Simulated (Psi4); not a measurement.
**SF2 (sulfur difluoride): CAM-B3LYP/def2-QZVPD (density fitting, sweep point 6)**

Aim: the vertical singlet–triplet gap of SF2 (sulfur difluoride) at CAM-B3LYP/def2-QZVPD (density fitting, sweep point 6), from 2 runs. 

The results are computed with Psi4 1.11.

**1. Starting point**

SF2 has 3 atoms, charge 0, and is taken as a singlet. As SMILES, `FSF`. Geometry: relaxed at GFN2-xTB.

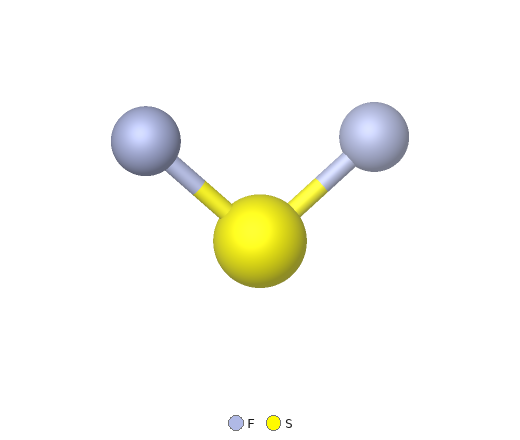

Viewed from a chosen angle; fluorine light blue, sulfur yellow.

**2. The energy at CAM-B3LYP/def2-QZVPD (density fitting, sweep point 6)**

calc.py reads:

```python
import psi4

psi4.set_memory(1600000000)
psi4.set_num_threads(1)
psi4.set_output_file('psi4.out', False)

molecule = psi4.geometry("""
0 1
F      0.454740     1.131520     0.375070
S     -0.626960     0.131720    -0.328340
F      0.172220    -1.263230    -0.046730
symmetry c1
""")

psi4.set_options(dict(basis='def2-QZVPD', reference='rks', puream=True, scf_type='df', dft_radial_points=99, dft_spherical_points=590))

e_tot, wfn = psi4.energy('CAM-B3LYP', molecule=molecule, return_wfn=True)
print('E =', round(e_tot, 9))
for k, v in sorted(psi4.core.scalar_variables().items()):
    print(f'{k:45s} {v:18.10f}')
```

Started as:

```bash
$ python calc.py
```

psi4.out (excerpt; [...] marks lines left out):

```text
[...]
  Running in c1 symmetry.
[...]
  Nuclear repulsion =  110.880898127985262
[...]
  Multiplicity = 1
[...]
  Nalpha       = 17
  Nbeta        = 17
[...]
    Number of basis functions: 211
[...]
   @DF-RKS iter   1:  -597.86990771497733   -3.38060e-01   2.33316e-03 ADIIS/DIIS
[...]
   @DF-RKS iter   7:  -597.92634913280472   -7.50507e-08   5.14768e-07 DIIS
[...]
    Orbital Energies [Eh]
    ---------------------
    Doubly Occupied:
       1A    -89.077461     2A    -24.804809     3A    -24.804706
       4A     -8.146951     5A     -6.115326     6A     -6.111351
       7A     -6.096809     8A     -1.342433     9A     -1.304391
      10A     -0.826934    11A     -0.637396    12A     -0.599711
      13A     -0.583463    14A     -0.538415    15A     -0.521955
      16A     -0.508893    17A     -0.331818
[...]
  @DF-RKS Final Energy:  -597.92634913280472
   => Energetics <=
    Nuclear Repulsion Energy =            110.8808981279852617
    One-Electron Energy =               -1048.5771639315269113
    Two-Electron Energy =                 374.9967310759798806
    DFT Exchange-Correlation Energy =     -35.2268144052429975
    Empirical Dispersion Energy =           0.0000000000000000
    VV10 Nonlocal Energy =                  0.0000000000000000
    Total Energy =                       -597.9263491328047166
[...]
 Multipole Moments:
 ------------------------------------------------------------------------------------
     Multipole            Electronic (a.u.)      Nuclear  (a.u.)        Total (a.u.)
 ------------------------------------------------------------------------------------
 L = 1.  Multiply by 2.5417464519 to convert [e a0] to [Debye]
 Dipole X            :          0.4017652           -0.9302913           -0.5285262
 Dipole Y            :         -0.0753265            0.1739936            0.0986671
 Dipole Z            :         -0.0000000           -0.0000000           -0.0000000
 Magnitude           :                                                    0.5376570
[...]
```

On the terminal:

```text
E = -597.926349133
CURRENT ENERGY                                   -597.9263491328
CURRENT REFERENCE ENERGY                         -597.9263491328
DD SOLVATION ENERGY                                 0.0000000000
DFT FUNCTIONAL TOTAL ENERGY                      -597.9263491328
DFT TOTAL ENERGY                                 -597.9263491328
DFT VV10 ENERGY                                     0.0000000000
DFT XC ENERGY                                     -35.2268144052
GRID ELECTRONS ALPHA                               17.0000001690
GRID ELECTRONS BETA                                17.0000001690
GRID ELECTRONS TOTAL                               34.0000003380
NUCLEAR REPULSION ENERGY                          110.8808981280
ONE-ELECTRON ENERGY                             -1048.5771639315
PCM POLARIZATION ENERGY                             0.0000000000
PE ENERGY                                           0.0000000000
SCF ITERATION ENERGY                             -597.9263491328
SCF ITERATIONS                                      7.0000000000
SCF TOTAL ENERGY                                 -597.9263491328
TWO-ELECTRON ENERGY                               374.9967310760
XC GRID RADIAL POINTS                              99.0000000000
XC GRID SPHERICAL POINTS                          590.0000000000
XC GRID TOTAL POINTS                           172290.0000000000
```

Run time: 8.7 s. Hardware: 1 thread of Intel Xeon 6975P-C (Granite Rapids), shared host; peak memory 1.3 GiB.

**3. The triplet, same level**

f2s.py reads:

```python
import psi4

psi4.set_memory('1600 MB')
psi4.set_num_threads(1)
psi4.set_output_file('psi4.out', False)

m = psi4.geometry("""
0 3
F      0.454740     1.131520     0.375070
S     -0.626960     0.131720    -0.328340
F      0.172220    -1.263230    -0.046730
symmetry c1
""")

psi4.set_options({
    'basis': 'def2-QZVPD',
    'reference': 'uks',
    'puream': True,
    'scf_type': 'df',
    'dft_radial_points': 99,
    'dft_spherical_points': 590,
    'maxiter': 150,
})

e = psi4.energy("CAM-B3LYP", molecule=m)
print(f'total energy {e:.8f} hartree = {e * 27.211386:.5f} eV')
```

Started as:

```bash
$ python f2s.py
```

psi4.out (excerpt; [...] marks lines left out):

```text
[...]
  Running in c1 symmetry.
[...]
  Nuclear repulsion =  110.880898127985262
[...]
  Multiplicity = 3
[...]
  Nalpha       = 18
  Nbeta        = 16
[...]
    Number of basis functions: 211
[...]
   @DF-UKS iter   1:  -597.77141508515228   -2.39568e-01   2.44729e-03 DIIS/ADIIS
[...]
   @DF-UKS iter   9:  -597.83935954729452   -1.07062e-07   4.00491e-07 DIIS
[...]
   @S^2 Observed:                2.006734561E+00
[...]
    Orbital Energies [Eh]
    ---------------------
    Alpha Occupied:
       1A    -89.101405     2A    -24.803512     3A    -24.803400
       4A     -8.166881     5A     -6.132741     6A     -6.129695
       7A     -6.128511     8A     -1.351550     9A     -1.311766
      10A     -0.859668    11A     -0.655049    12A     -0.609043
      13A     -0.606737    14A     -0.551671    15A     -0.532420
      16A     -0.523434    17A     -0.386007    18A     -0.244974
    Alpha Virtual:
      19A     -0.029007    20A      0.027929    21A      0.040428
      22A      0.047279    23A      0.055090    24A      0.093658
      25A      0.109565    26A      0.112733    27A      0.115363
[...]
  @DF-UKS Final Energy:  -597.83935954729452
   => Energetics <=
    Nuclear Repulsion Energy =            110.8808981279852617
    One-Electron Energy =               -1048.2935549632934453
    Two-Electron Energy =                 374.8085545562901757
    DFT Exchange-Correlation Energy =     -35.2352572682764418
    Empirical Dispersion Energy =           0.0000000000000000
    VV10 Nonlocal Energy =                  0.0000000000000000
    Total Energy =                       -597.8393595472944071
[...]
 Multipole Moments:
 ------------------------------------------------------------------------------------
     Multipole            Electronic (a.u.)      Nuclear  (a.u.)        Total (a.u.)
 ------------------------------------------------------------------------------------
 L = 1.  Multiply by 2.5417464519 to convert [e a0] to [Debye]
 Dipole X            :          0.5440233           -0.9302913           -0.3862680
 Dipole Y            :         -0.1021060            0.1739936            0.0718876
 Dipole Z            :          0.0000000           -0.0000000            0.0000000
 Magnitude           :                                                    0.3929005
[...]
```

Standard output:

```text
total energy -597.83935955 hartree = -16268.03758 eV
```

Run time: 16 s. Hardware: 1 thread of Intel Xeon 6975P-C (Granite Rapids), shared host; peak memory 1.3 GiB.

**4. What came out**

At CAM-B3LYP/def2-QZVPD (density fitting, sweep point 6):

| quantity | value |
| --- | --- |
| singlet: total energy | -597.92635 Eh |
| singlet: dipole moment | 1.37 D |
| singlet: HOMO energy | -9.03 eV |
| singlet: LUMO energy | -1.17 eV |
| singlet: HOMO–LUMO gap | 7.86 eV |
| triplet: total energy | -597.83936 Eh |
| triplet: dipole moment | 1.00 D |
| triplet: HOMO energy (highest over α and β) | -6.67 eV |
| triplet: LUMO energy (lowest over α and β) | -3.49 eV |
| triplet: ⟨S²⟩ | 2.007 |
| vertical energy of the triplet above the singlet | 2.367 eV |

At this shape the triplet lies 2.37 eV (228 kJ/mol) above the singlet.
